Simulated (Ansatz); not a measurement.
# Decaying states in the gap of Cs2SrCaBr6, part 2 of 2

Wanted: the relaxed cell of Cs2SrCaBr6, its band edges and its decay constants. It is built by putting Ca for part of the Sr in the CsSrBr3 structure of space group P2_1, with the volume rescaled by atomic radii. The parent structure comes from the Materials Project.

Ansatz 0.2.0; PBE DFT, plane waves, PAW files (the session's first sound run).

So far, gap on path (eV): step 3 (the bulk crystal and its band edges) 4.37.

The structure was built from a prototype and need not be the compound's stable phase.

## Step 4: Complex bands

This step: PBE DFT, plane waves, PAW files; complex bands by layer matching along the plane's normal (Ansatz 0.2.0).

The same crystal is laid in a cell whose first two vectors span the (001) plane (indices of the standard conventional cell, whose axes can be ordered otherwise than in the bulk input). At fixed energy and wavevector in the plane the solver finds all kz, real and complex. A few wavevectors are listed, (0, 0) and (0.5, 0) in units of the plane's reciprocal vectors; the slowest state needn't be among them.

The input, input.yaml:

```yaml
crystal:
  lattice:
    - [4.498375761, 0.0, 0.0]
    - [-2.249391486, 7.716281655, 0.0]
    - [0.000124764, -0.056790269, 11.351563798]
  atoms:
    - { symbol: Cs, position: [0.7558252875, 0.5116723981, 0.9960333728] }
    - { symbol: Cs, position: [0.2441810157, 0.4883195651, 0.4850193089] }
    - { symbol: Ca, position: [0.5000375886, 0.9999784506, 0.2404358092] }
    - { symbol: Sr, position: [0.4999426259, 2.8866e-05, 0.7404323447] }
    - { symbol: Br, position: [0.8778266098, 0.7555477346, 0.2869948998] }
    - { symbol: Br, position: [0.1319216554, 0.2639333597, 0.7868146995] }
    - { symbol: Br, position: [0.8679889079, 0.7360915704, 0.6941048658] }
    - { symbol: Br, position: [0.1222433338, 0.2444300674, 0.1939032337] }
    - { symbol: Br, position: [0.4418536644, 0.8836763635, 0.9974442538] }
    - { symbol: Br, position: [0.558179311, 0.1163216246, 0.4834132118] }
kpoints:
  mp_grid: { grid: [6, 4, 2] }
scf:
  occupations: { method: fixed }
hamiltonian:
  xc: pbe
output:
  eigenvalues: true
  transmission:
    leads: [[0, 0]]
    kpoints: [[0.0, 0.0], [0.5, 0.0]]
    e_range: [-1.0, 5.37]
    de: 0.13
```

The run is started by

```sh
$ ansatz run input.yaml --threads 2 --pin off --max-ram 4096MiB --backend cpu --events-out ev --progress --plain --runs-dir out
```

Numbers of over 12 decimals in the logs are rounded to 6 here.

Output:

```text
[...]
Crystal: 10 atoms, lattice volume = 394.021 Å³
Basis set: ecut = 420 eV, 7729 PW (Γ)
Bands: 50, of which v1, the nominal top of the filled ones, is band 40 counted from 1 (39 counted from 0)
Symmetry: 1 space group operations
[...]
k-points: 28 of 48 (time reversal used)
[...]
SCF iter   1: F=—  HF=-33421.792731 eV  |F-HF|=—  |Δ(HF+E_count)|=         —  Δρ=4.78e-4  dr2=2.91e-3  ethr=1.77e-3  ⟨swp⟩=9.1  Hψ=6787  notcnv=0  defer=201
[...]
SCF iter   6: F=-33421.794204 eV  HF=-33421.794204 eV  |F-HF|=3.38e-9  |Δ(HF+E_count)|=   4.06e-7  Δρ=1.54e-6  dr2=1.75e-8  ethr=1.25e-10  ⟨swp⟩=20.9  Hψ=9512  notcnv=0
SCF 1 converged in 6 iterations: F = -33421.794204 eV  dr2 = 1.75e-8
[...]
transmission: 23 of 46 steps passed
transmission: 46 of 46 steps passed
SCF converged after 6 iterations
Free energy (F): -33421.794204 eV
[...]
Internal energy: -33421.794204 eV  (E = F + TS)
E sigma→0 (E₀):  -33421.794204 eV
Fermi energy:    1.888954 eV
[...]
--- Band table (eV; the first three rows and the last of 28) ---
  k-point 0: bands = [... 36 lower, 1.6606, 1.7210, 1.8036, 1.8890, 6.2551, 6.9396, 7.1558, 7.5962, ... 6 higher]
  k-point 1: bands = [... 36 lower, 1.6861, 1.7135, 1.7620, 1.8121, 6.6890, 6.8693, 7.1725, 7.2274, ... 6 higher]
  k-point 2: bands = [... 36 lower, 1.6538, 1.6674, 1.7601, 1.8599, 6.5258, 6.8985, 6.9664, 7.6506, ... 6 higher]
  k-point 27: bands = [... 36 lower, 1.3700, 1.4230, 1.6518, 1.7398, 7.2154, 7.4195, 7.4653, 7.6796, ... 6 higher]
--- Transmission ---
  basis      : 307 plane waves across, 23 finite elements along
  points     : 2, as listed
  energies   : 50 from -1.000000 to 5.370000 eV about the Fermi level, 0.130000 eV apart; the leads are filled to 2.183067 eV, and channels, transmission and decay are at 2.120000 eV
  crystal 0  : Cs2Br6Ca1Sr1, at the sites [0, 0], period 11.3516 Å: whole cells are its period
    offset         : up to 0.0000 Å between an atom of the period and one for which it stands
    channels       : 0.000000e0 a spin
    conductance    : none, the energies end too early or step too widely for 300 K: set another output.transmission.e_range or a lower de, or, where they end at an eighth of basis.ecutwfc, a higher one
    slowest decay  : 0.3141 /Å at (0.0000, 0.0000)
```

Run time: 3.1 min. Hardware: 2 threads of Arm Neoverse V1, shared host; peak memory 1.7 GiB; 5.3 min of CPU time.

Numbers from this step:

| Item | Value |
| --- | --- |
| level to which the leads are filled | 2.183 eV from the Fermi level |
| decay constant at the filling level, zone centre | 0.3141 Å⁻¹ |
| decay constant at the filling level, slowest listed point | 0.3141 Å⁻¹ |

K parallel (0, 0); values up to 1.5 1/Å, a degenerate pair printed once or twice; energies at which all values exceed this have no row. Im kz of the slowest decaying states against energy, zero at the highest filled level on the SCF mesh:

```tsv
energy (eV)	decay 1 (Å⁻¹)	decay 2 (Å⁻¹)	decay 3 (Å⁻¹)	decay 4 (Å⁻¹)
-1.000	0.0953	0.227	0.357	0.565
-0.480	0.140	0.161	0.381	0.673
0.040	0.128	0.161	0.335	0.407
0.560	0.246	0.454	0.481	0.503
0.950	0.283	0.505	0.536	0.557
1.470	0.308	0.553	0.605	0.726
1.990	0.315	0.570	0.623	0.723
2.510	0.307	0.575	0.623	0.712
3.030	0.286	0.569	0.608	0.679
3.550	0.245	0.553	0.580	0.616
3.940	0.190	0.533	0.550	0.557
4.460	0.464	0.493	0.497	0.533
4.980	0.0038	0.253	0.420	0.423
```

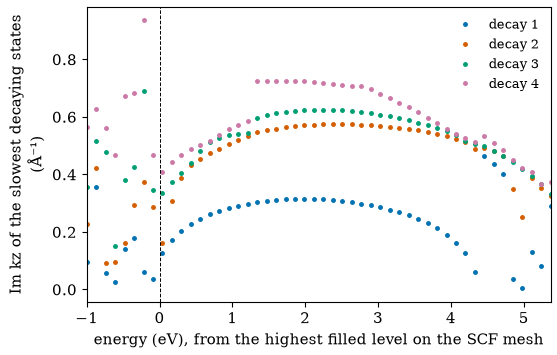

Im kz of the slowest decaying states, plotted against energy.

K parallel (0.5, 0); values up to 1.5 1/Å, a degenerate pair printed once or twice; energies at which all values exceed this have no row. Table of Im kz of the slowest decaying states by energy, zero at the highest filled level on the SCF mesh:

```tsv
energy (eV)	decay 1 (Å⁻¹)	decay 2 (Å⁻¹)	decay 3 (Å⁻¹)	decay 4 (Å⁻¹)
-1.000	0.107	0.360	0.377	0.409
-0.480	0.0411	0.276	0.431	0.726
0.040	0.285	0.322	0.375	0.510
0.560	0.374	0.446	0.462	0.477
0.950	0.394	0.494	0.517	0.572
1.470	0.408	0.517	0.545	0.611
1.990	0.411	0.525	0.554	0.644
2.510	0.406	0.521	0.550	0.671
3.030	0.393	0.508	0.533	0.636
3.550	0.372	0.485	0.503	0.597
3.940	0.350	0.460	0.471	0.575
4.460	0.310	0.404	0.414	0.524
4.980	0.241	0.263	0.344	0.463
```

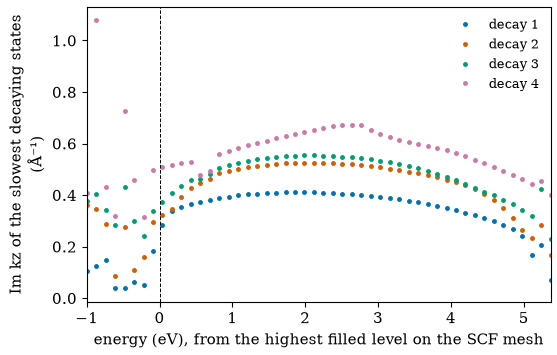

Im kz of the slowest decaying states, plotted against energy.

At the listed wavevectors the last open channel is at -0.09 eV and the next at +4.46 eV on the grid. At +2.12 eV, the grid energy nearest the filling level (the middle of the gap on the SCF mesh), the slowest state at the listed wavevectors decays with κ = 0.314 Å⁻¹, its amplitude falling by e over 3.2 Å. Through 1 nm of this crystal that state's transmission falls by exp(−2 × 0.314 Å⁻¹ × 10 Å) = 0.0019.

## Step 5: Decay over the two-dimensional zone

The listed points could miss the slowest state, so one energy near mid-gap is solved on a mesh of 10×6.

input.yaml, as its differences from that of step 4:

```diff
@@ -24,6 +24,2 @@
   eigenvalues: true
-  transmission:
-    leads: [[0, 0]]
-    kpoints: [[0.0, 0.0], [0.5, 0.0]]
-    e_range: [-1.0, 5.37]
-    de: 0.13
+  transmission: { leads: [[0, 0]], kmesh: [10, 6], e_range: [2.18, 2.19], de: 0.05 }
```

Output:

```text
[...]
Crystal: 10 atoms, lattice volume = 394.021 Å³
Basis set: ecut = 420 eV, 7729 PW (Γ)
Bands: 50, of which v1, the nominal top of the filled ones, is band 40 counted from 1 (39 counted from 0)
Symmetry: 1 space group operations
[...]
k-points: 28 of 48 (time reversal used)
[...]
SCF iter   1: F=—  HF=-33421.792731 eV  |F-HF|=—  |Δ(HF+E_count)|=         —  Δρ=4.78e-4  dr2=2.91e-3  ethr=1.77e-3  ⟨swp⟩=9.1  Hψ=6787  notcnv=0  defer=201
[...]
SCF iter   6: F=-33421.794204 eV  HF=-33421.794204 eV  |F-HF|=3.38e-9  |Δ(HF+E_count)|=   4.06e-7  Δρ=1.54e-6  dr2=1.75e-8  ethr=1.25e-10  ⟨swp⟩=20.9  Hψ=9512  notcnv=0
SCF 1 converged in 6 iterations: F = -33421.794204 eV  dr2 = 1.75e-8
[...]
transmission: 80 of 640 steps passed
transmission: 160 of 640 steps passed
[...]
transmission: 640 of 640 steps passed
SCF converged after 6 iterations
Free energy (F): -33421.794204 eV
[...]
Internal energy: -33421.794204 eV  (E = F + TS)
E sigma→0 (E₀):  -33421.794204 eV
Fermi energy:    1.888954 eV
[...]
--- Band table (eV; the first three rows and the last of 28) ---
  k-point 0: bands = [... 36 lower, 1.6606, 1.7210, 1.8036, 1.8890, 6.2551, 6.9396, 7.1558, 7.5962, ... 6 higher]
  k-point 1: bands = [... 36 lower, 1.6861, 1.7135, 1.7620, 1.8121, 6.6890, 6.8693, 7.1725, 7.2274, ... 6 higher]
  k-point 2: bands = [... 36 lower, 1.6538, 1.6674, 1.7601, 1.8599, 6.5258, 6.8985, 6.9664, 7.6506, ... 6 higher]
  k-point 27: bands = [... 36 lower, 1.3700, 1.4230, 1.6518, 1.7398, 7.2154, 7.4195, 7.4653, 7.6796, ... 6 higher]
--- Transmission ---
  basis      : 307 plane waves across, 20 finite elements along
  points     : 32, standing for a mesh of 10 x 6
  energies   : 1 from 2.180000 to 2.180000 eV about the Fermi level; the leads are filled to 2.183067 eV, and channels, transmission and decay are at 2.180000 eV
[...]
channels       : 0.000000e0 a spin
    conductance    : none, crystal 0 has no channel at the energies, or these end too early or step too widely for 300 K: set another output.transmission.e_range or a lower de, or, where they end at an eighth of basis.ecutwfc, a higher one
    slowest decay  : 0.3136 /Å at (0.0000, 0.0000)
```

It took 4.1 min on 2 threads; peak memory 1.7 GiB.

This step gave:

```
least decay constant on the mesh : 0.3136 Å⁻¹
```

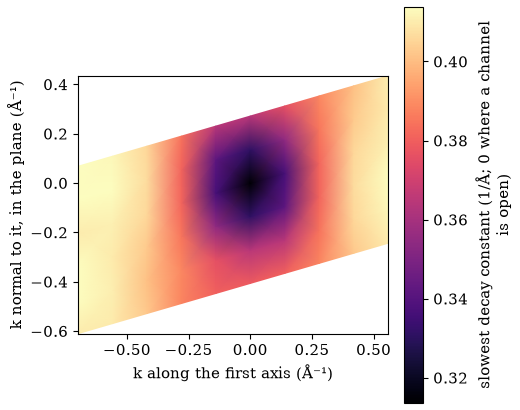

Slowest decay constant (1/Å; 0 where a channel is open) over k1 and k2. At 2.1800 eV from the Fermi level.

The least value on the mesh is 0.314 Å⁻¹ at +2.18 eV. At that energy the listed points give about 0.313 Å⁻¹ by interpolation, so the mesh holds no clearly slower state.

## Step 6: Band edges at another level, cutoff 925.187 eV

This step: PBE DFT, plane waves, norm-conserving files (Ansatz 0.2.0).

The edges again with norm-conserving files, at the same atoms. Against that run the cutoff is 925 eV against 420.

The input, input.yaml:

```yaml
crystal:
  lattice:
    - [4.498375673, -2.35274e-05, -0.0008910262]
    - [-5.96598e-05, 11.351668955, 0.0289438118]
    - [-2.2478629269, 0.0189404244, 7.7167038407]
  atoms:
    - { symbol: Cs, position: [0.7558252875, 0.0039666272, 0.5116723981] }
    - { symbol: Cs, position: [0.2441810157, 0.5149806911, 0.4883195651] }
    - { symbol: Ca, position: [0.5000375886, 0.7595641908, -2.15494e-05] }
    - { symbol: Sr, position: [0.4999426259, 0.2595676553, 1.000028866] }
    - { symbol: Br, position: [0.8778266098, 0.7130051002, 0.7555477346] }
    - { symbol: Br, position: [0.1319216554, 0.2131853005, 0.2639333597] }
    - { symbol: Br, position: [0.8679889079, 0.3058951342, 0.7360915704] }
    - { symbol: Br, position: [0.1222433338, 0.8060967663, 0.2444300674] }
    - { symbol: Br, position: [0.4418536644, 0.0025557462, 0.8836763635] }
    - { symbol: Br, position: [0.558179311, 0.5165867882, 0.1163216246] }
kpoints:
  mp_grid: { grid: [6, 2, 4] }
  band_path: { path: [VBM, CBM], npoints: 30 }
scf:
  occupations: { method: fixed }
hamiltonian:
  xc: pbe
  pseudopotentials: { kind: nc }
output:
  eigenvalues: true
```

Output:

```text
[...]
Crystal: 10 atoms, lattice volume = 394.021 Å³
Basis set: ecut = 925.187132 eV, 25159 PW (Γ)
Bands: 50, of which v1, the nominal top of the filled ones, is band 40 counted from 1 (39 counted from 0)
Symmetry: 1 space group operations
[...]
k-points: 28 of 48 (time reversal used)
[...]
SCF iter   1: F=—  HF=-6477.336736 eV  |F-HF|=—  |Δ(HF+E_count)|=         —  Δρ=3.22e-2  dr2=8.40e0  ethr=3.10e-3  ⟨swp⟩=11.4  Hψ=9170  notcnv=0  defer=255
[...]
SCF iter   9: F=-6474.023861 eV  HF=-6474.023861 eV  |F-HF|=1.28e-9  |Δ(HF+E_count)|=   2.19e-7  Δρ=1.65e-6  dr2=1.74e-8  ethr=1.25e-10  ⟨swp⟩=27.8  Hψ=12152  notcnv=0
SCF 1 converged in 9 iterations: F = -6474.023861 eV  dr2 = 1.74e-8
[...]
SCF converged after 9 iterations
Free energy (F): -6474.023861 eV
[...]
Internal energy: -6474.023861 eV  (E = F + TS)
E sigma→0 (E₀):  -6474.023861 eV
Fermi energy:    1.925053 eV
[...]
--- Band table (eV; the first three rows and the last of 28) ---
  k-point 0: bands = [... 36 lower, 1.6972, 1.7558, 1.8389, 1.9251, 6.2883, 6.9724, 7.1924, 7.6336, ... 6 higher]
  k-point 1: bands = [... 36 lower, 1.6894, 1.7040, 1.7954, 1.8961, 6.5596, 6.9323, 7.0020, 7.6833, ... 6 higher]
  k-point 2: bands = [... 36 lower, 1.7127, 1.7334, 1.7581, 1.8646, 6.5391, 6.8903, 7.4854, 7.6121, ... 6 higher]
  k-point 27: bands = [... 36 lower, 1.4059, 1.4593, 1.6879, 1.7761, 7.2480, 7.4520, 7.5022, 7.7166, ... 6 higher]
```

Wall time 14 min (2 threads); peak memory 3.4 GiB; 28 min of CPU time.

Numbers from this step:

```yaml
free_energy: -6474.0239 eV
fermi_energy: 1.925 eV
gap_on_the_k_mesh: 4.363 eV
gap_on_path: 4.363 eV, by band count; negative where bands overlap
direct_gap_on_path: 4.363 eV
```

Levels at VBM (eV): -6.41, -6.41, -6.39, -6.36, -6.26, -6.25, -1.93, -1.72, -1.27, -1.23, -1.07, -0.99, -0.96, -0.95, -0.78, -0.76, -0.57, -0.54, -0.35, -0.32, -0.23, -0.17, -0.09, 0.00, 4.36, 5.05, 5.27, 5.71, 5.79, 5.79, 5.97, 6.17, 6.17, 6.38.

The searched edges give 4.36 eV, as on the mesh.

## Step 7: Complex bands at another level

This step: PBE DFT, plane waves, norm-conserving files; complex bands by layer matching along the plane's normal (Ansatz 0.2.0).

The complex bands at that level, over its own gap, at (0, 0) and (0.5, 0).

The input, input.yaml:

```yaml
crystal:
  lattice:
    - [4.498375761, 0.0, 0.0]
    - [-2.249391486, 7.716281655, 0.0]
    - [0.000124764, -0.056790269, 11.351563798]
  atoms:
    - { symbol: Cs, position: [0.7558252875, 0.5116723981, 0.9960333728] }
    - { symbol: Cs, position: [0.2441810157, 0.4883195651, 0.4850193089] }
    - { symbol: Ca, position: [0.5000375886, 0.9999784506, 0.2404358092] }
    - { symbol: Sr, position: [0.4999426259, 2.8866e-05, 0.7404323447] }
    - { symbol: Br, position: [0.8778266098, 0.7555477346, 0.2869948998] }
    - { symbol: Br, position: [0.1319216554, 0.2639333597, 0.7868146995] }
    - { symbol: Br, position: [0.8679889079, 0.7360915704, 0.6941048658] }
    - { symbol: Br, position: [0.1222433338, 0.2444300674, 0.1939032337] }
    - { symbol: Br, position: [0.4418536644, 0.8836763635, 0.9974442538] }
    - { symbol: Br, position: [0.558179311, 0.1163216246, 0.4834132118] }
kpoints:
  mp_grid: { grid: [6, 4, 2] }
scf:
  occupations: { method: fixed }
hamiltonian:
  xc: pbe
  pseudopotentials: { kind: nc }
output:
  eigenvalues: true
  transmission:
    leads: [[0, 0]]
    kpoints: [[0.0, 0.0], [0.5, 0.0]]
    e_range: [-1.0, 5.36]
    de: 0.13
```

Output:

```text
Engine: ansatz 0.2.0, aarch64-unknown-linux-gnu
Pseudopotentials: kind: nc
Pseudopotential: Cs, nc, valence charge 9, recommended cutoff 680.284656 eV (normal), Cs.nc.azcp
Pseudopotential: Ca, nc, valence charge 10, recommended cutoff 925.187132 eV (normal), Ca.nc.azcp (PseudoDojo's, or run here from an input of PseudoDojo's: the run reads no file of this project's for it)
Pseudopotential: Sr, nc, valence charge 10, recommended cutoff 925.187132 eV (normal), Sr.nc.azcp (PseudoDojo's, or run here from an input of PseudoDojo's: the run reads no file of this project's for it)
Pseudopotential: Br, nc, valence charge 7, recommended cutoff 625.861884 eV (normal), Br.nc.azcp
Functional definition: PBE
  parameter kappa = 0.804
  parameter beta = 0.066725
  exchange = pbe_x(kappa = kappa, mu = beta*pi^2/3)
  correlation = pbe_c(beta = beta)
Error: memory limit exceeded: the `transmission` phase of `transmission` needs 8.28 GiB against the run's memory maximum of 4.00 GiB; largest carriers: transmission 7.89 GiB, unmodelled-tail allowance 0.30 GiB, source scf tables 0.08 GiB, source scf state 0.00 GiB; the layers of output.transmission grow with the square of the cell's cross-section: a lower cutoff or a narrower output.transmission.e_range takes less, and so, most of all in a narrow cell, does a wider de; where no e_range is typed, a fill by count is planned with a gap of 40 thermal energies
with nothing else changed it takes a maximum of at least 8.29 GiB, with nothing to spare, and 9.12 GiB leaves up to a tenth: --max-ram 9.12GiB where that set the maximum, else more of the term that did, and with no share typed, where 9.12 GiB is over 0.88 of the host's memory or its container's limit, a share of 0.88 or more that holds the maximum too (--max-ram-frac F), where one does; The budget is ten elevenths of [...]
`transmission` follows the SCF: where the deck gives it k-points, a mesh or a band count of its own, those are what to reduce (not on a resume, whose deck is fixed)
```

The job ended after 0.31 s (2 threads; peak memory 0.23 GiB).

The program refused the input before any cycle.

The program's message: “Error: memory limit exceeded: the `transmission` phase of `transmission` needs 8.28 GiB against the run's memory maximum of 4.00 GiB; largest carriers: transmission 7.89 GiB, unmodelled-tail allowance …”

## Step 8: Results

| Item | Value |
| --- | --- |
| band gap | 4.37 eV |
| least decay constant at mid-gap, normal to (001) | 0.314 Å⁻¹ |
| least decay constant on a mesh, normal to (001) | 0.314 Å⁻¹ |

What this shows: With PBE, the slowest decay at the wavevectors tried is κ = 0.314 Å⁻¹, normal to (001). Through such a film the transmission near mid-gap falls as exp(−2κd), a factor of ten every 3.7 Å. A free electron under a barrier of half the gap would need a mass of 0.17 mₑ to decay at this rate. The compound is made up by substitution; its stability against other phases and against distortions of the cell's symmetry was not tested. A semilocal functional narrows gaps, so real decay constants are likely larger.

[Logs are printed without paths, hosts, clocks, repeated set-up lines and the standing remarks that a program may print on its own settings, such as how far it seeks lower states.]

[Hosts, paths, dates, database ids (printed as entryN), source tags and the programs' standing remarks are cut or masked in the printed files.]

[New means built here by substitution; the compound itself may be known and measured.]
